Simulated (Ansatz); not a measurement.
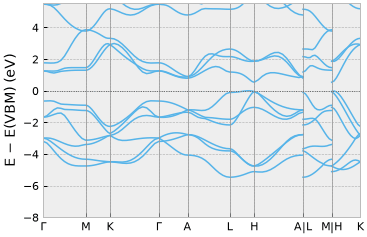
Figure. Band structure from plane-wave PAW r²SCAN (Ansatz code)

Q: Read off the gap and where the band edges lie.

A: About 0.5 eV (0.54 eV by a search for the band edges); maximum on the L–H line, 77 % of the way from L, minimum at H.

Q: Pick the material that matches.
A. Te, trigonal Se type
B. Se, trigonal Se type
C. ZrS2, CdI2 type

A: A, Te, trigonal Se type

Space group P3_121 (trigonal Se type). Symmetry was held in the r²SCAN relaxation. A crystal of weakly bound chains computed without a dispersion correction: the cell and the soft elastic constants depend strongly on that. Scalar-relativistic: spin–orbit coupling is off unless named, which matters more the heavier the elements.

Potentials: the earlier of the program's two PAW sets.
